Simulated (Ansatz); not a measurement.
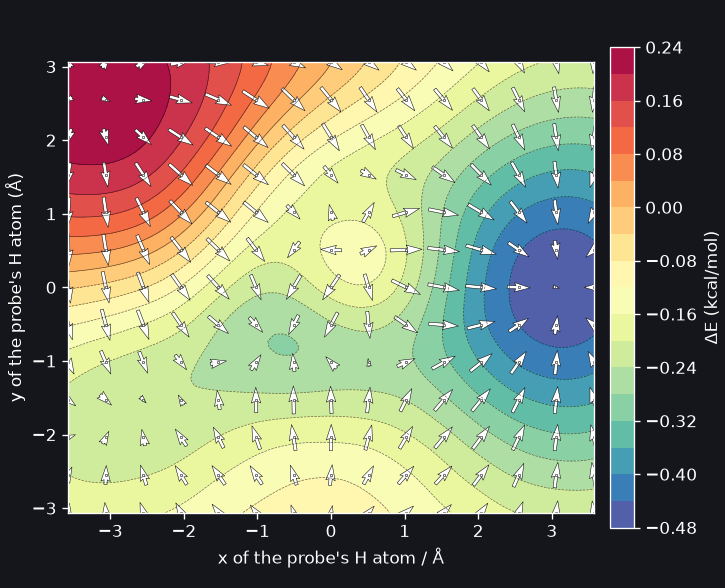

Energy landscape of C₂H₄OSSi (SMILES O=C[SiH]1CS1) with the probe H2O. The probe is moved over a plane parallel to the molecule's main plane, 4.59 Å above it. First axis: x of the probe's H atom. Second axis: y of the probe's H atom. Nothing is relaxed (molecule and probe rigid, the probe upright with H nearest the plane). The grid has 15 × 13 points. Points are written as (first, second). Energies: kcal/mol, counted from molecule and probe far apart, each relaxed in its own basis (no counterpoise correction). Level of theory: Ansatz 0.2.0, RKS r2SCAN-D4/def2-SVP.

Drawn: filled contours, dots at the grid points, arrows along the force (downhill), their lengths compressed. Between grid points the surface is interpolated. 

> Where are the wells?

The lowest grid point is at (3.06 Å, 0.00 Å), −0.474 kcal/mol from molecule and probe far apart, each relaxed in its own basis (no counterpoise correction). There is a further well near (−0.51 Å, −1.02 Å) (0.198 kcal/mol above the lowest at that grid point). The highest grid point, (−3.57 Å, 2.55 Å), lies 0.709 kcal/mol above the lowest. On the interpolated surface the easiest way out of the lowest well to the well at about (−0.65 Å, −0.82 Å) passes a barrier of about 0.21 kcal/mol. Near the minimum the curvatures are about 0.005 and 0.0059 eV/Å² along the soft and the stiff direction.

The input of one point:

```yaml
crystal:
  periodic: [false, false, false]
  atoms:
    - { symbol: O, position_ang: [2.467103, -0.042237, 0.074287] }
    - { symbol: C, position_ang: [1.359782, -0.06889, -0.412835] }
    - { symbol: Si, position_ang: [-0.230759, 0.106133, 0.63759] }
    - { symbol: C, position_ang: [-1.672976, 0.927276, -0.199384] }
    - { symbol: S, position_ang: [-1.92315, -0.922281, -0.099658] }
    - { symbol: H, position_ang: [1.21094, -0.20272, -1.524831] }
    - { symbol: H, position_ang: [0.002325, 0.259845, 2.094956] }
    - { symbol: H, position_ang: [-2.386025, 1.5007, 0.407649] }
    - { symbol: H, position_ang: [-1.579147, 1.304511, -1.226317] }
    - { symbol: H, position_ang: [3.06, 0.0, 4.59] }
    - { symbol: O, position_ang: [3.06, 0.0, 5.555183] }
    - { symbol: H, position_ang: [4.00153, 0.0, 5.767551] }
basis:
  gaussian: { orbitals: def2-SVP }
hamiltonian:
  xc: r2scan
  dispersion: d4
output:
  forces: true
```

Each point was launched as `ansatz run input.yaml --threads 1 --pin off --max-ram 2560MiB --backend cpu --events-out ev --progress --plain --runs-dir out`. The whole map (195 points run) took 53 min on 1 thread of Arm Neoverse N1, on a shared host.
